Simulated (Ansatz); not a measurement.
**TaSnO3 (Pm-3m): following an unstable mode**

Aim: this structure of TaSnO3 (Pm-3m) is to be tested for unstable modes, and one is followed downhill.

Program: Ansatz 0.2.0. Level of theory: DFT PBEsol, scalar-relativistic, plane waves, PAW; PAW set soft_1. Results are calculated unless marked as measured.

## Step 1: The structure

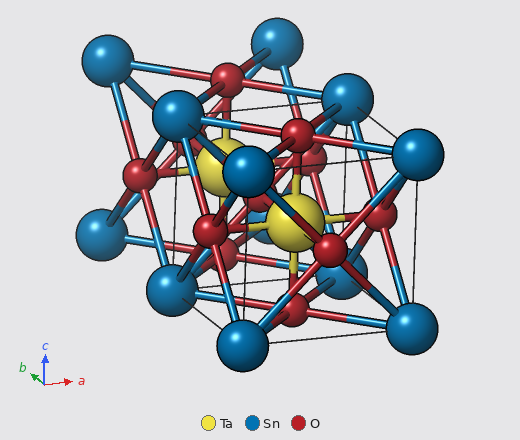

The cell as given, slightly off an axis (tantalum yellow, tin blue, oxygen red). 1×2×1 cells are drawn. Some periodic images of atoms are drawn too.

## Step 2: Phonons on a q mesh

The cell comes from relaxations at this level that are not shown. Stability and thermal properties need the whole zone. Linear response on a 4×4×4 q mesh gives force constants as far as a supercell of that size would.

File input.yaml:

```yaml
crystal:
  lattice:
    - [4.0241795564, 0.0, 0.0]
    - [0.0, 4.0241795564, 0.0]
    - [0.0, 0.0, 4.0241795564]
  atoms:
    - { symbol: Ta, position: [0.5, 0.5, 0.5] }
    - { symbol: Sn, position: [0.0, 0.0, 0.0] }
    - { symbol: O, position: [0.0, 0.5, 0.5] }
    - { symbol: O, position: [0.5, 0.0, 0.5] }
    - { symbol: O, position: [0.5, 0.5, 0.0] }
kpoints:
  mp_grid: { grid: [12, 12, 12] }
hamiltonian:
  xc: pbesol
  pseudopotentials: { kind: paw, azcp: { folder: soft_1 }, xc_functional: pbe }
scf:
  occupations: { method: methfessel_paxton, width: 0.2 }
output:
  eigenvalues: true
phonons:
  method: dfpt
  qmesh: [4, 4, 4]
  temperatures: { t_max: 1000, t_step: 50 }
  qpath:
    path:
      - [[0.0, 0.0, 0.0], [0.0, 0.5, 0.0], [0.5, 0.5, 0.0], [0.0, 0.0, 0.0], [0.5, 0.5, 0.5], [0.0, 0.5, 0.0]]
      - [[0.5, 0.5, 0.5], [0.5, 0.5, 0.0]]
    npoints: 10
```

Command:

```console
> ansatz run input.yaml --threads 4 --pin off --max-ram 10240MiB --backend cpu --events-out ev --progress --plain --runs-dir out
```

Numbers of over 12 decimals in the logs are rounded to 6 here.

What it wrote:

```text
Engine: ansatz 0.2.0, aarch64-unknown-linux-gnu
Pseudopotentials: kind: paw
Pseudopotential: Ta, paw, valence charge 13, recommended cutoff 420 eV (normal), soft_1/Ta.paw.azcp
Pseudopotential: Sn, paw, valence charge 14, recommended cutoff 420 eV (normal), soft_1/Sn.paw.azcp
Pseudopotential: O, paw, valence charge 6, recommended cutoff 420 eV (normal), soft_1/O.paw.azcp
Functional definition: PBEsol
  exchange = pbesol_x
  correlation = pbesol_c
Crystal: 5 atoms, lattice volume = 65.168 Å³
Basis set: ecut = 420 eV, 1309 PW (Γ), exchange–correlation on 54×54×54 points (8 copies of the dense FFT grid, shifted against one another)
Bands: 28, of which v1, the nominal top of the filled ones, is band 23 counted from 1 (22 counted from 0)
Symmetry: 48 space group operations
k-points: 84 of 1728
Non-local potential: Ta, projectors of the file, l = 0: 3, l = 1: 2, l = 2: 2, l = 3: 1
Non-local potential: Sn, projectors of the file, l = 0: 2, l = 1: 2, l = 2: 2, l = 3: 1
Non-local potential: O, projectors of the file, l = 0: 2, l = 1: 2, l = 2: 1
PAW form: soft (Blöchl's): semilocal exchange-correlation on the pseudo side does not see the compensation charge
PAW frozen core: Ta, regenerated for the run's functional, and the local potential with it (the file was generated under x = pbe(κ = 0.804, μ = 0.219515), c = pbe(β = 0.066725))
PAW frozen core: Sn, regenerated for the run's functional, and the local potential with it (the file was generated under x = pbe(κ = 0.804, μ = 0.219515), c = pbe(β = 0.066725))
PAW frozen core: O, regenerated for the run's functional, and the local potential with it (the file was generated under x = pbe(κ = 0.804, μ = 0.219515), c = pbe(β = 0.066725))
PAW one-centre angular grid: Ta, 590 points (default); XC on 64 Gauss nodes
PAW one-centre angular grid: Sn, 590 points (default); XC on 64 Gauss nodes
PAW one-centre angular grid: O, 110 points (default); XC on 64 Gauss nodes
Initial density: superposition of atomic densities (chi_scale 0.1, normalization cell, long waves kept (reshape's long-wave potential 0.00 eV rms))
Initial wavefunctions: pseudopotential atomic-orbital guess
Functional: x = pbesol(κ = 0.804, μ = 0.123457), c = pbesol(β = 0.046)
SCF iter   1: F=—  HF=-17442.426475 eV  |F-HF|=—  |Δ(HF+E_count)|=         —  Δρ=4.77e-2  dr2=1.34e0  ethr=3.10e-3  ⟨swp⟩=5.3  Hψ=9627  notcnv=0
preconditioner: auto → Kerker (q_TF=auto, 2.565 Å⁻¹)  [metal: Δε(μ)=0.046 eV  Ē_g=14.801 eV  σ=0.200 eV  W_gap=0.19  n_scr=18 (ndim 8)  ℏωp=28.0 eV  f_vac=0.000  D(μ)=1.50/eV (n_scr^D=6)]
SCF iter   2: F=—  HF=-17442.280482 eV  |F-HF|=—  |Δ(HF+E_count)|=   1.46e-1  S|Δr|=    0.00e0  Δρ=2.56e-2  dr2=3.87e-1  ethr=2.98e-3  ⟨swp⟩=2.0  Hψ=3401  notcnv=0  defer=37
SCF iter   3: F=—  HF=-17442.239907 eV  |F-HF|=—  |Δ(HF+E_count)|=   4.06e-2  S|Δr|=    0.00e0  Δρ=1.31e-2  dr2=6.41e-2  ethr=8.59e-4  ⟨swp⟩=2.1  Hψ=3448  notcnv=0  defer=37
SCF iter   4: F=—  HF=-17442.228941 eV  |F-HF|=—  |Δ(HF+E_count)|=   1.10e-2  S|Δr|=    0.00e0  Δρ=2.69e-3  dr2=3.95e-3  ethr=1.42e-4  ⟨swp⟩=2.5  Hψ=4023  notcnv=0  defer=32
SCF iter   5: F=—  HF=-17442.229644 eV  |F-HF|=—  |Δ(HF+E_count)|=   7.03e-4  S|Δr|=    0.00e0  Δρ=6.87e-4  dr2=3.78e-4  ethr=8.78e-6  ⟨swp⟩=2.6  Hψ=3680  notcnv=0  defer=32
SCF iter   6: F=—  HF=-17442.229734 eV  |F-HF|=—  |Δ(HF+E_count)|=   8.93e-5  S|Δr|=    0.00e0  Δρ=2.12e-4  dr2=3.42e-5  ethr=8.40e-7  ⟨swp⟩=2.5  Hψ=3470  notcnv=0  defer=32
SCF iter   7: F=—  HF=-17442.229739 eV  |F-HF|=—  |Δ(HF+E_count)|=   5.12e-6  S|Δr|=    0.00e0  Δρ=6.09e-5  dr2=2.03e-6  ethr=7.59e-8  ⟨swp⟩=2.0  Hψ=3739  notcnv=0  defer=32
SCF iter   8: F=—  HF=-17442.229737 eV  |F-HF|=—  |Δ(HF+E_count)|=   2.26e-6  S|Δr|=    0.00e0  Δρ=1.50e-5  dr2=9.35e-8  ethr=4.51e-9  ⟨swp⟩=2.0  Hψ=3464  notcnv=0  defer=32
SCF iter   9: F=—  HF=-17442.229737 eV  |F-HF|=—  |Δ(HF+E_count)|=   3.11e-8  S|Δr|=    0.00e0  Δρ=2.83e-6  dr2=3.37e-9  ethr=2.08e-10  ⟨swp⟩=2.0  Hψ=3878  notcnv=0  defer=32
SCF iter  10: F=—  HF=-17442.229737 eV  |F-HF|=—  |Δ(HF+E_count)|=  9.09e-10  S|Δr|=    0.00e0  Δρ=3.04e-7  dr2=3.76e-11  ethr=7.50e-12  ⟨swp⟩=2.0  Hψ=3460  notcnv=0  defer=32
SCF iter  11: F=-17442.229737 eV  HF=-17442.229737 eV  |F-HF|=3.64e-12  |Δ(HF+E_count)|=  1.09e-11  S|Δr|=    0.00e0  Δρ=3.73e-8  dr2=7.15e-13  ethr=1.00e-12  ⟨swp⟩=7.6  Hψ=10189  notcnv=0
SCF 1 converged in 11 iterations: F = -17442.229737 eV  dr2 = 7.15e-13
  greatest PAW one-centre occupation: 0.999 electrons in one spin orbital (limit 2), on the Ta atom at site 0 (counted from 0), in its partial waves of l = 0
phonons: the bands overlap, so this run is a metal and interpolates without the dipole-dipole term. If the crystal is really an insulator or semiconductor, its LO-TO splitting is missing
NSCF: frozen V_eff on 84 k-points
NSCF: frozen V_eff on 343 k-points
DFPT response loops at q = (0, 0, 0) (fractional): preconditioner auto → Kerker (q_TF=auto, 2.565 Å⁻¹) (partly filled bands, converged f_vac=0.000); β = 1.00, the filter's whole step (`scf.mixing.beta` (0.50) is not read by the response loops under this deck's `scf.mixing.preconditioner`; to damp them name `kerker` or `kerker_dos`, under which they read `scf.mixing.beta`, and type it under 1.00, their step now; both keys bind the ground state too); Broyden in place of MSR1
NSCF: frozen V_eff on 1176 k-points
DFPT response loops at q = (0, 0, 0.25) (fractional): mixed as the last ones told, above
NSCF: frozen V_eff on 686 k-points
DFPT response loops at q = (0, 0, -0.5) (fractional): mixed as the last ones told, above
NSCF: frozen V_eff on 2016 k-points
DFPT response loops at q = (0, 0.25, 0.25) (fractional): mixed as the last ones told, above
NSCF: frozen V_eff on 1176 k-points
DFPT response loops at q = (0, 0.25, -0.5) (fractional): mixed as the last ones told, above
NSCF: frozen V_eff on 686 k-points
DFPT response loops at q = (0, -0.5, -0.5) (fractional): mixed as the last ones told, above
NSCF: frozen V_eff on 3456 k-points
DFPT response loops at q = (0.25, 0.25, 0.25) (fractional): mixed as the last ones told, above
NSCF: frozen V_eff on 2016 k-points
DFPT response loops at q = (0.25, 0.25, -0.5) (fractional): mixed as the last ones told, above
NSCF: frozen V_eff on 1176 k-points
DFPT response loops at q = (0.25, -0.5, -0.5) (fractional): mixed as the last ones told, above
NSCF: frozen V_eff on 686 k-points
DFPT response loops at q = (-0.5, -0.5, -0.5) (fractional): mixed as the last ones told, above
SCF converged after 11 iterations
Stability not checked: this state was not tested for a lower state beside it, because cold or Methfessel-Paxton smearing, or corrected tetrahedra, fill the levels in a way that the test cannot read (fill_not_monotonic; see scf.lower_state_search)
Free energy (F): -17442.229737 eV
Harris-Foulkes:  -17442.229737 eV  (|F-HF|=3.64e-12)
Internal energy: -17442.220704 eV  (E = F + TS)
E sigma→0 (E₀):  -17442.227479 eV
Entropy (-TS):   -0.009033 eV (-1.807 meV/atom)
Fermi energy:    13.743095 eV
--- Per-component energies (eV) ---
  E_band       = -215.213755
  E_kinetic    = 1059.618080
  E_local      = -2457.797111  (includes V_loc(G=0)·N_el)
  E_nonlocal   = 297.576063
  E_hartree    = 1011.825394
  E_xc         = -654.992172
  E_vxc        = -584.961946  (∫ρ·V_xc dr)
  E_paw        = -12944.979212  (= ΣΔE_a)
  E_vpaw       = -553.302308  (= ΣTr[D̂ρ^β])
  E_aug_tail   = 0.002663  (compensation charges beyond the density's cutoff)
  E_ewald      = -3754.078825
  E_core_change = 0.604416  (= ΣΔE_core)
  E_smearing   = -0.009033  (= −TS)
  E_closure    = -0.000000  (closes the sum)
  Σ components = -17442.229737   (vs F -17442.229737, Δ=0.00e0)
--- Band table (eV; the first three rows and the last of 84) ---
  k-point 0: bands = [... 19 lower, 9.3743, 9.3743, 9.3743, 12.9903, 12.9903, 12.9903, 17.1719, 17.1719, ... 1 higher]
  k-point 1: bands = [... 19 lower, 9.2000, 9.3470, 9.3470, 12.9959, 13.1845, 13.1845, 16.7157, 17.1210, ... 1 higher]
  k-point 2: bands = [... 19 lower, 9.0622, 9.3225, 9.3225, 13.0112, 13.6790, 13.6790, 15.8511, 16.9895, ... 1 higher]
  k-point 83: bands = [... 19 lower, 10.0415, 10.0415, 10.0415, 16.1275, 16.1275, 16.1275, 17.2395, 17.2395, ... 1 higher]
--- Phonons (Γ-DFPT): 4 representative perturbations + reference (Σ response iterations 12) ---
  ASR residual: 7.660e-4 → 0.000e0 eV/Å²; symmetrization residual: 5.323e-6 eV/Å²
  ASR residual per site (eV/Å²): 7.66e-4 2.52e-6 4.81e-4 4.81e-4 4.81e-4
  Γ frequencies (cm⁻¹): -33.44 -33.44 -33.44 0.00 0.00 0.00 259.79 259.79 259.79 269.31 269.31 269.31 557.76 557.76 557.76
--- Phonons (arbitrary-q DFPT): 10 irreducible q on the 4×4×4 mesh ---
  q = [0.0000, 0.0000, 0.0000] (star 1, of the zone-centre solve; hermiticity 5.95e-7, symmetrization 2.62e-12): -33.44 -33.44 -33.44 -0.00 -0.00 0.00 259.79 259.79 259.79 269.31 269.31 269.31 557.76 557.76 557.76
  q = [0.0000, 0.0000, 0.2500] (star 6, 9 solved perturbations in 4536 linear systems a pass and spin channel, the states on 588 of 1728 k-point pairs; hermiticity 4.10e-7, symmetrization 1.65e-13): -40.46 -40.46 -15.26 -15.26 28.67 128.07 210.02 210.02 245.99 245.99 246.82 259.59 525.56 525.56 594.04
  q = [0.0000, 0.0000, -0.5000] (star 3, 9 solved perturbations in 2646 linear systems a pass and spin channel, the states on 343 of 1728 k-point pairs; hermiticity 3.04e-7, symmetrization 4.42e-10): -25.19 -25.19 62.31 62.31 90.03 173.70 198.45 198.45 249.67 258.22 258.22 318.83 518.33 518.33 657.65
  q = [0.0000, 0.2500, 0.2500] (star 12, 9 solved perturbations in 7686 linear systems a pass and spin channel, the states on 1008 of 1728 k-point pairs; hermiticity 3.21e-7, symmetrization 4.88e-14): -55.97 -18.93 -13.80 46.97 116.56 140.74 192.77 198.14 203.22 244.62 258.28 280.19 506.59 588.13 599.81
  q = [0.0000, 0.2500, -0.5000] (star 12, 15 solved perturbations on 588 of 1728 k-point pairs; hermiticity 2.40e-7, symmetrization 4.72e-10): -26.20 -14.83 59.71 66.17 101.13 145.85 180.30 188.34 206.97 253.89 262.58 323.37 497.20 589.15 683.07
  q = [0.0000, -0.5000, -0.5000] (star 3, 9 solved perturbations in 2646 linear systems a pass and spin channel, the states on 343 of 1728 k-point pairs; hermiticity 3.81e-7, symmetrization 4.94e-10): -8.57 24.80 24.80 41.77 88.84 194.18 194.18 199.80 199.80 290.02 290.02 325.43 486.46 644.83 723.14
  q = [0.2500, 0.2500, 0.2500] (star 8, 4 solved perturbations in 4536 linear systems a pass and spin channel, the states on 1728 of 1728 k-point pairs; hermiticity 2.12e-7, symmetrization 1.41e-12): 9.36 9.36 36.89 116.19 116.19 147.21 183.16 198.75 198.75 268.09 268.09 298.78 594.93 594.93 611.56
  q = [0.2500, 0.2500, -0.5000] (star 12, 9 solved perturbations in 7686 linear systems a pass and spin channel, the states on 1008 of 1728 k-point pairs; hermiticity 2.42e-7, symmetrization 5.07e-10): -14.65 17.02 25.67 85.45 109.84 130.45 152.13 186.62 199.08 260.63 274.45 312.48 597.65 604.16 704.40
  q = [0.2500, -0.5000, -0.5000] (star 6, 9 solved perturbations in 4536 linear systems a pass and spin channel, the states on 588 of 1728 k-point pairs; hermiticity 4.20e-7, symmetrization 5.28e-10): -13.72 -13.34 23.33 23.33 109.42 109.42 150.61 194.52 194.52 283.92 283.92 296.28 613.03 658.81 748.36
  q = [-0.5000, -0.5000, -0.5000] (star 1, 4 solved perturbations in 931 linear systems a pass and spin channel, the states on 343 of 1728 k-point pairs; hermiticity 3.69e-7, symmetrization 5.05e-10): 24.78 24.78 24.78 36.35 36.35 36.35 187.55 187.55 187.55 271.13 271.13 271.13 672.12 672.12 787.09
  sum rule: each row above includes the acoustic sum rule's correction from the zone centre's row sums; it moved no ω² by more than (2.86 cm⁻¹)²
  mesh force constants: q→R imaginary residual 1.45e-18; ASR residual 7.660e-4 → 0.000e0 eV/Å²; symmetrization residual 2.132e-14 eV/Å²
  interpolated dispersion: 62 rows × 15 modes
  density of states and harmonic sums: on the 16×16×16 q-mesh, interpolated from the force constants of a 4×4×4 supercell (no non-analytic term)
  largest difference from the sums on the solved wave vectors: F 9.77e-2 eV, S 1.29e-4 and C_V 3.11e-5 eV/K
  zero-point energy: 0.220243 eV/cell   skipped modes (ω ≤ 0): 270, of them read as no rigid motion or as one in doubt: 267 (1.561e0 modes/cell left out, lowest -55.98 cm⁻¹)   left out of the sums: 1.04e-1 of the cell's modes: C_V's classical limit lies that fraction below 3 k_B per atom; for a crystal, a wire or a layer, F and S can be off by more, and a phonons.interpolated_qmesh denser along its periods is the remedy for the sampling
```

The job ended after 47 min (4 threads of Arm Neoverse V1, shared host; peak memory 6.1 GiB).

The column dr2 measures how far the density is from self-consistency, as an energy; F and HF (Harris–Foulkes) agree once it is small.

This step gave:

```
volume per atom                                         : 13.03 Å³
gap on the k-mesh                                       : 0 eV
sum-rule residual before enforcement                    : 7.66e-4 eV/Å²
lowest frequency on the path                            : -57.08 cm⁻¹
point group                                             : m-3m
highest frequency on the path or at a solved wavevector : 787.1 cm⁻¹
highest optical mode at the zone centre (no LO-TO term) : 557.8 cm⁻¹
lowest optical zone-centre mode                         : -33.44 cm⁻¹
lowest mode on the q mesh (acoustic modes at Γ apart)   : -55.97 cm⁻¹
```

Frequencies (cm⁻¹) solved at each irreducible wavevector; negative means imaginary. Frequencies by wavevector, by row:

| q in reciprocal lattice units | star | mode 1 | mode 2 | mode 3 | mode 4 | mode 13 | mode 14 | mode 15 |
| --- | --- | --- | --- | --- | --- | --- | --- | --- |
| 0 0 0 | 1 | -33.4 | -33.4 | -33.4 | 0 | 557.8 | 557.8 | 557.8 |
| 0 0 0.25 | 6 | -40.5 | -40.5 | -15.3 | -15.3 | 525.6 | 525.6 | 594 |
| 0 0 -0.5 | 3 | -25.2 | -25.2 | 62.3 | 62.3 | 518.3 | 518.3 | 657.6 |
| 0 0.25 0.25 | 12 | -56 | -18.9 | -13.8 | 47 | 506.6 | 588.1 | 599.8 |
| 0 0.25 -0.5 | 12 | -26.2 | -14.8 | 59.7 | 66.2 | 497.2 | 589.1 | 683.1 |
| 0 -0.5 -0.5 | 3 | -8.6 | 24.8 | 24.8 | 41.8 | 486.5 | 644.8 | 723.1 |
| 0.25 0.25 0.25 | 8 | 9.4 | 9.4 | 36.9 | 116.2 | 594.9 | 594.9 | 611.6 |
| 0.25 0.25 -0.5 | 12 | -14.7 | 17 | 25.7 | 85.5 | 597.6 | 604.2 | 704.4 |
| 0.25 -0.5 -0.5 | 6 | -13.7 | -13.3 | 23.3 | 23.3 | 613 | 658.8 | 748.4 |
| -0.5 -0.5 -0.5 | 1 | 24.8 | 24.8 | 24.8 | 36.4 | 672.1 | 672.1 | 787.1 |

Interpolated from a 4×4×4 q mesh. Phonon branches along the path, in cm⁻¹:

| point | branch 1 | branch 2 | branch 3 | branch 4 | branch 12 | branch 13 | branch 14 | branch 15 |
| --- | --- | --- | --- | --- | --- | --- | --- | --- |
| Γ | -33 | -33 | -33 | 0 | 269 | 558 | 558 | 558 |
| X | -25 | -25 | 62 | 62 | 319 | 518 | 518 | 658 |
| M | -9 | 25 | 25 | 42 | 325 | 486 | 645 | 723 |
| Γ | -33 | -33 | -33 | 0 | 269 | 558 | 558 | 558 |
| R | 25 | 25 | 25 | 36 | 271 | 672 | 672 | 787 |
| X | -25 | -25 | 62 | 62 | 319 | 518 | 518 | 658 |
| jump to R | 25 | 25 | 25 | 36 | 271 | 672 | 672 | 787 |
| M | -9 | 25 | 25 | 42 | 325 | 486 | 645 | 723 |

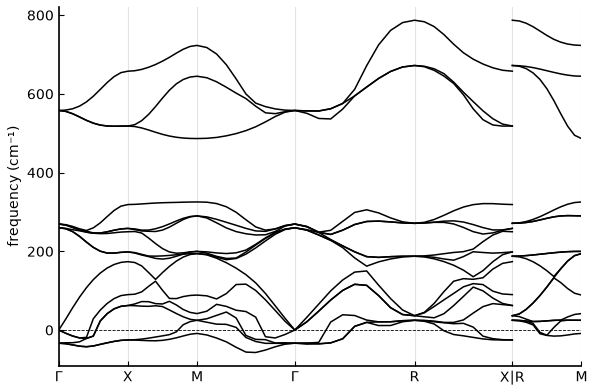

Phonon branches along the path.

Symmetry leaves 10 wavevectors to solve. The lowest mode among them, the acoustic zeros apart, lies at q = (0, 0.25, 0.25) and is imaginary, 56.0i cm⁻¹, so the energy falls along it.

## Step 3: The mode frozen in, largest atomic shift 0 Å

The mode followed lies at Γ with frequency 33.4i cm⁻¹ and is 3-fold degenerate, one of the unstable modes though not the softest. At small amplitude the distorted cell has space group no. 99 by a symmetry search on the positions. The undistorted cell that holds it gives the zero of energy on the same k mesh.

input.yaml, the sections that differ from step 2:

```yaml
output:
  forces: true
  stress: true
  eigenvalues: true
# crystal, kpoints, hamiltonian, scf: as in step 2
# phonons: removed
```

What it wrote:

```text
[...]
Crystal: 5 atoms, lattice volume = 65.168 Å³
Basis set: ecut = 420 eV, 1309 PW (Γ), exchange–correlation on 54×54×54 points (8 copies of the dense FFT grid, shifted against one another)
Bands: 28, of which v1, the nominal top of the filled ones, is band 23 counted from 1 (22 counted from 0)
Symmetry: 48 space group operations
[...]
k-points: 84 of 1728
[...]
k-point 0: bands = [... 19 lower, 9.3742, 9.3742, 9.3742, 12.9902, 12.9902, 12.9902, 17.1719, 17.1719, ... 1 higher]
  k-point 1: bands = [... 19 lower, 9.1999, 9.3469, 9.3469, 12.9958, 13.1845, 13.1845, 16.7157, 17.1209, ... 1 higher]
  k-point 2: bands = [... 19 lower, 9.0621, 9.3224, 9.3224, 13.0112, 13.6789, 13.6789, 15.8510, 16.9895, ... 1 higher]
  k-point 83: bands = [... 19 lower, 10.0414, 10.0414, 10.0414, 16.1274, 16.1274, 16.1274, 17.2394, 17.2394, ... 1 higher]
[key lines of the parts left out:]
SCF converged after 8 iterations
Free energy (F): -17442.229737 eV
Fermi energy:    13.743066 eV
P = ⅓ Tr σ = -0.0080 GPa (-0.080 kbar)
```

Elapsed: 2.8 s, on 4 threads; peak memory 0.46 GiB; 10 s of CPU time.

This run has no spin polarisation although its electron count is odd.

This step gave:

```yaml
pressure: -0.007991 GPa
energy_from_the_undistorted_cell: 0 meV/atom
```

## Step 4: The mode frozen in, largest atomic shift 0.14 Å

The atoms are moved along the unstable eigenvector, the largest shift by 0.14 Å, with the cell fixed.

input.yaml, the sections that differ from step 3:

```yaml
crystal:
  lattice:
    - [4.0241795564, 0.0, 0.0]
    - [0.0, 4.0241795564, 0.0]
    - [0.0, 0.0, 4.0241795564]
  atoms:
    - { symbol: Ta, position: [0.5, 0.4845313064, 0.5] }
    - { symbol: Sn, position: [0.0, 0.0347897001, 0.0] }
    - { symbol: O, position: [0.0, 0.4683609565, 0.5] }
    - { symbol: O, position: [0.5, -0.0199057362, 0.5] }
    - { symbol: O, position: [0.5, 0.4683609565, 0.0] }
# kpoints, hamiltonian, scf, output: as in step 3
```

What it wrote:

```text
[...]
Crystal: 5 atoms, lattice volume = 65.168 Å³
Basis set: ecut = 420 eV, 1309 PW (Γ), exchange–correlation on 54×54×54 points (8 copies of the dense FFT grid, shifted against one another)
Bands: 28, of which v1, the nominal top of the filled ones, is band 23 counted from 1 (22 counted from 0)
Symmetry: 8 space group operations
[...]
k-points: 196 of 1728 (time reversal used)
[...]
k-point 0: bands = [... 19 lower, 9.3057, 9.3057, 9.3938, 12.9811, 13.0559, 13.0559, 16.8094, 17.2829, ... 1 higher]
  k-point 1: bands = [... 19 lower, 9.1476, 9.2890, 9.3869, 13.0597, 13.1747, 13.2287, 16.7110, 16.9480, ... 1 higher]
  k-point 2: bands = [... 19 lower, 9.0544, 9.2779, 9.3663, 13.0795, 13.6618, 13.6883, 15.9604, 16.8457, ... 1 higher]
  k-point 195: bands = [... 19 lower, 9.9168, 10.0355, 10.0355, 16.1850, 16.1994, 16.1994, 17.2414, 17.2414, ... 1 higher]
[key lines of the parts left out:]
SCF converged after 10 iterations
Free energy (F): -17442.234346 eV
Fermi energy:    13.789490 eV
P = ⅓ Tr σ = 0.7144 GPa (7.144 kbar)
```

Elapsed: 13 s, on 4 threads; peak memory 0.64 GiB; 50 s of CPU time.

This step gave:

| Item | Value |
| --- | --- |
| pressure | 0.7144 GPa |
| energy from the undistorted cell | -0.931 meV/atom |

The energy, extrapolated to zero smearing, is -0.93 meV/atom against the undistorted cell.

The run ends at a pressure of 0.71 GPa, with forces up to 0.037 eV/Å.

(Continued in part 2 of 3.)

[Logs are printed without paths, hosts, clocks, repeated set-up lines and the standing remarks that a program may print on its own settings, such as how far it seeks lower states.]

[Hosts, paths, dates, database ids (printed as entryN), source tags and the programs' standing remarks are cut or masked in the printed files.]
